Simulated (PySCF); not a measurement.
```yaml
atoms:
  - { symbol: C, position_ang: [-1.2280, 2.8520, 0.3785] }
  - { symbol: C, position_ang: [-0.9996, 1.7721, -0.0885] }
  - { symbol: C, position_ang: [-0.7436, 0.4600, -0.6137] }
  - { symbol: Si, position_ang: [-2.3773, -0.5773, -0.6917] }
  - { symbol: C, position_ang: [0.0637, -0.4051, 0.2561] }
  - { symbol: C, position_ang: [1.0825, -1.3061, -0.2874] }
  - { symbol: Si, position_ang: [2.7390, -0.3230, -0.3859] }
  - { symbol: H, position_ang: [-1.4141, 3.8062, 0.7720] }
  - { symbol: H, position_ang: [-0.3164, 0.5349, -1.6166] }
  - { symbol: H, position_ang: [-3.3866, 0.0789, -1.5320] }
  - { symbol: H, position_ang: [-2.8831, -0.7085, 0.6712] }
  - { symbol: H, position_ang: [-2.0119, -1.8633, -1.2866] }
  - { symbol: H, position_ang: [0.0198, -0.2427, 1.3201] }
  - { symbol: H, position_ang: [0.8097, -1.6479, -1.2868] }
  - { symbol: H, position_ang: [1.2232, -2.1828, 0.3458] }
  - { symbol: H, position_ang: [3.7843, -1.1501, -0.9954] }
  - { symbol: H, position_ang: [2.5054, 0.8619, -1.2104] }
  - { symbol: H, position_ang: [3.1243, 0.0472, 0.9747] }
```

Geometry: GFN2-xTB.

Level of theory: UKS B3LYP, pcH-1 on C H Si, non-relativistic, mean-field spin-orbit, GIAO (PySCF).

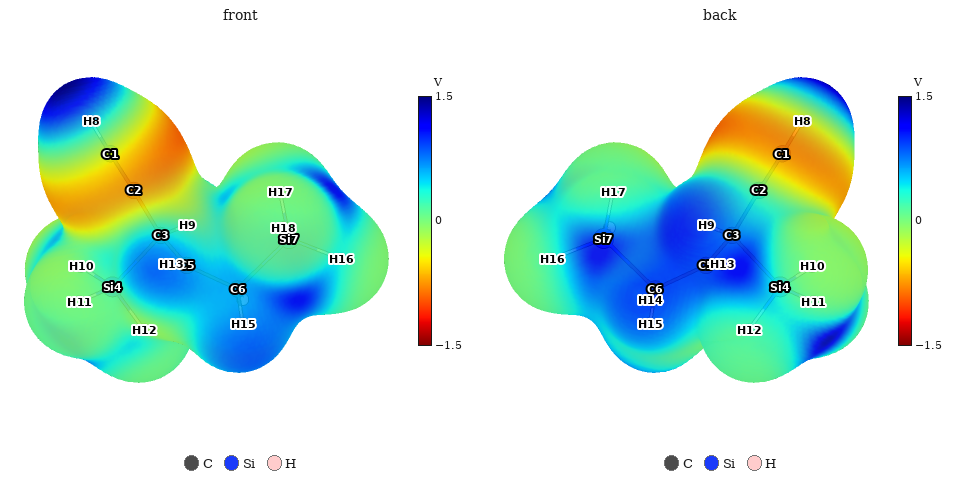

C5H11Si2 (SMILES C#C[C@H]([SiH3])[CH]C[SiH3]) (doublet). The molecular electrostatic potential painted on the density surface at 0.002 e/bohr³, seen from the front and from behind; the colour scale runs from red (negative) to blue (positive).

Question: Where is the surface potential most negative and most positive?

Answer: The most negative region (about −0.9 V) lies over C1 and C2, the most positive (about +1.4 V) over H8.
